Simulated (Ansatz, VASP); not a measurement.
# Si10H2O (OH-terminated Si(111)) in two plane-wave programs, part 3 of 3

One calculation is typed for both programs; each brings its own data sets. How far apart do they land? Of the first pair: The structure shown is the end of the VASP relaxation below. Valence electrons are named where the data sets of a main pair hold unlike numbers.

VASP 6.6.1 and Ansatz 0.2.0.

So far: The starting structure; VASP: relaxation, PBE; Ansatz: single point, PBE; Differences; What the set-up changes; VASP: band structure, PBE.

### 7. Ansatz: band structure, PBE

Level of this step: Ansatz beside VASP: Kohn-Sham DFT, plane waves, PBE (Ansatz).

The same cell, functional, mesh and smearing now go to Ansatz, which takes its cutoff from its data sets.

input.yaml reads:

```yaml
crystal:
  lattice:
    - [3.8676508603, 0.0, 0.0]
    - [1.9338254302, 3.349483898, 0.0]
    - [0.0, 0.0, 33.0811757406]
  atoms:
    - { symbol: Si, position: [0.3357920568, 0.3333668006, 0.2873626669] }
    - { symbol: Si, position: [0.6692615895, 0.6666386608, 0.3104077398] }
    - { symbol: Si, position: [0.6705605195, 0.6664383444, 0.3819709087] }
    - { symbol: Si, position: [0.0043281209, 0.9996794448, 0.4058822204] }
    - { symbol: Si, position: [0.0055891693, 0.9989653176, 0.4773225918] }
    - { symbol: Si, position: [0.339208765, 0.3320702767, 0.5011151978] }
    - { symbol: Si, position: [0.3449122112, 0.3281487166, 0.5726423015] }
    - { symbol: Si, position: [0.6787489066, 0.6612537106, 0.596519814] }
    - { symbol: Si, position: [0.6757332013, 0.6569065019, 0.6681567738] }
    - { symbol: Si, position: [0.0086152443, 0.9891063745, 0.6916183215] }
    - { symbol: H, position: [0.3363938653, 0.3331668525, 0.2418721844] }
    - { symbol: H, position: [0.1483927198, 0.0664722824, 0.7568266053] }
    - { symbol: O, position: [0.9944786306, 0.9677867167, 0.7425357641] }
hamiltonian:
  xc: pbe
  pseudopotentials: { kind: paw }
kpoints:
  mp_grid: { grid: [9, 9, 1] }
  band_path:
    path:
      - [0.0, 0.0, 0.0]
      - [0.0, -0.03846, 0.0]
      - [0.0, -0.07692, 0.0]
      - [0.0, -0.15385, 0.0]
      - [0.0, -0.19231, 0.0]
      - [0.0, -0.26923, 0.0]
      - [0.0, -0.30769, 0.0]
      - [0.0, -0.34615, 0.0]
      - [0.0, -0.42308, 0.0]
      - [0.0, -0.46154, 0.0]
      - [0.0, -0.5, 0.0]
      - [0.02564, -0.48718, 0.0]
      - [0.05128, -0.47436, 0.0]
      - [0.10256, -0.44872, 0.0]
      - [0.12821, -0.4359, 0.0]
      - [0.17949, -0.41026, 0.0]
      - [0.20513, -0.39744, 0.0]
      - [0.25641, -0.37179, 0.0]
      - [0.28205, -0.35897, 0.0]
      - [0.30769, -0.34615, 0.0]
      - [0.33333, -0.33333, 0.0]
      - [0.30769, -0.30769, 0.0]
      - [0.25641, -0.25641, 0.0]
      - [0.23077, -0.23077, 0.0]
      - [0.20513, -0.20513, 0.0]
      - [0.15385, -0.15385, 0.0]
      - [0.12821, -0.12821, 0.0]
      - [0.07692, -0.07692, 0.0]
      - [0.05128, -0.05128, 0.0]
      - [0.0, 0.0, 0.0]
    npoints: 1
scf:
  occupations: { method: gaussian, width: 0.03 }
  n_extra_bands: 12
efield:
  axis: 3
  dipole_correction: true
  ramp_width: 0.04
output:
  forces: true
  eigenvalues: true
```

Launch:

```sh
$ ansatz run input.yaml --threads 4 --pin off --max-ram 9216MiB --backend cpu --events-out ev --progress --plain --runs-dir out
```

Numbers of over 12 decimals in the logs are rounded to 6 here.

The log of the run:

```text
[...]
Crystal: 13 atoms, lattice volume = 428.555 Å³
Basis set: ecut = 420 eV, 8439 PW (Γ), exchange–correlation on 54×54×450 points (8 copies of the dense FFT grid, shifted against one another)
Bands: 36, of which v1, the nominal top of the filled ones, is band 24 counted from 1 (23 counted from 0)
Symmetry: 1 space group operations
[...]
k-point 0: bands = [... 20 lower, 0.5032, 0.5481, 0.7439, 0.8248, 2.2033, 2.3473, 2.5759, 2.9263, ... 8 higher]
  k-point 1: bands = [... 20 lower, -0.0703, 0.0664, 0.3210, 0.5843, 2.5936, 2.9695, 3.0183, 3.2094, ... 8 higher]
  k-point 2: bands = [... 20 lower, -0.5478, -0.2438, -0.1129, 0.1790, 2.2223, 2.4617, 2.7536, 3.1698, ... 8 higher]
  k-point 40: bands = [... 20 lower, -1.4945, -1.2743, -1.0269, -0.7107, 2.1430, 2.5042, 2.7771, 3.0767, ... 8 higher]
[key lines of the parts left out:]
SCF converged after 9 iterations
Free energy (F): -6957.639826 eV
Fermi energy:    1.212512 eV
Dipole field:    D = 0.008368 V/Å  (p = 0.019818 e·Å, saw-weighted, corrected)
Work function:   Φ+ = 3.9421 eV   Φ− = 4.2190 eV
```

The job ended after 13 s (4 threads of Intel Xeon 6975P-C (Granite Rapids), shared host; peak memory 1 GiB).

### 8. Side by side

The two programs side by side:

| quantity | Ansatz | VASP | difference |
| --- | --- | --- | --- |
| gap over the path points (eV) | 0.778 | 0.781 | -0.003 |

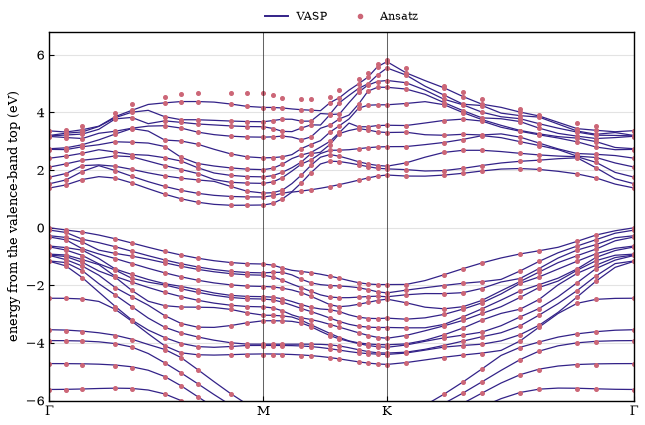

Bands from VASP (lines) and levels from Ansatz (dots). Dots without a line are higher empty bands that the VASP plot leaves out.

Levels at points of the path, from each program's valence-band top (eV; 4 filled, then empty):

| k (reciprocal lattice) | Ansatz | VASP |
| --- | --- | --- |
| 0.000 0.000 0.000 | -0.32 -0.28 -0.08 0.00 1.38 1.52 1.75 | -0.32 -0.28 -0.08 0.00 1.38 1.53 1.75 |
| 0.000 -0.038 0.000 | -0.42 -0.34 -0.16 -0.08 1.49 1.66 1.88 | -0.42 -0.34 -0.16 -0.08 1.49 1.66 1.88 |
| 0.000 -0.077 0.000 | -0.73 -0.50 -0.40 -0.15 1.67 1.95 2.15 | -0.73 -0.50 -0.40 -0.15 1.67 1.96 2.16 |
| 0.000 -0.154 0.000 | -1.07 -0.89 -0.66 -0.38 1.72 1.98 2.13 | -1.07 -0.89 -0.66 -0.38 1.72 1.99 2.13 |
| 0.000 -0.192 0.000 | -1.24 -0.98 -0.82 -0.53 1.55 1.78 2.02 | -1.24 -0.98 -0.81 -0.53 1.56 1.79 2.03 |
| 0.000 -0.269 0.000 | -1.57 -1.22 -1.12 -0.82 1.16 1.43 1.80 | -1.56 -1.22 -1.12 -0.82 1.17 1.44 1.80 |
| 0.000 -0.308 0.000 | -1.71 -1.34 -1.25 -0.95 1.00 1.30 1.72 | -1.70 -1.34 -1.25 -0.95 1.00 1.30 1.72 |
| 0.000 -0.346 0.000 | -1.82 -1.45 -1.36 -1.06 0.88 1.19 1.66 | -1.82 -1.44 -1.36 -1.06 0.89 1.20 1.66 |
| 0.000 -0.423 0.000 | -1.99 -1.59 -1.52 -1.21 0.78 1.08 1.43 | -1.98 -1.59 -1.51 -1.21 0.78 1.09 1.44 |
| 0.000 -0.462 0.000 | -2.03 -1.64 -1.56 -1.25 0.78 1.07 1.27 | -2.02 -1.63 -1.55 -1.25 0.78 1.07 1.27 |

At this near-relaxed geometry the largest component of a force difference is 94 meV/Å. Among the levels compared at these points, filled levels agree within 6 meV and empty ones within 4 meV. With vacuum in the cell, a pressure given here is an average over mostly empty space and none of the material.

### 9. Results

```yaml
r_m_s_force_difference_single_point_pbe: 28 meV/Å
r_m_s_force_difference_band_structure_pbe: 28 meV/Å
```

The r.m.s. force difference is 28 meV/Å (band structure, PBE), beyond the 12 meV/Å picked in this series as the mark of a large difference. Single point, PBE, Ansatz's larger PAW set (cutoff 1000 eV): the difference in gap on the k mesh goes from -0.0026 to 7.0e-4 eV. Single point, PBE, norm-conserving potentials (cutoff 1240 eV): r.m.s. force difference goes from 28 to 36 meV/Å; the difference in gap on the k mesh goes from -0.0026 to -0.0051 eV. What causes the difference of the band structure, PBE pair stays open here. 2 further runs of this series are not shown here. Such differences can come from data sets, numerical settings and the points named under the comparisons, not from the functional's error against experiment.

[Lines on the potential files, build, host, timing and source positions are cut from VASP's logs without a mark.]

[Logs are printed without paths, hosts, clocks, repeated set-up lines and the standing remarks that a program may print on its own settings, such as how far it seeks lower states.]

[Hosts, paths, dates, database ids (printed as entryN), source tags and the programs' standing remarks are cut or masked in the printed files.]
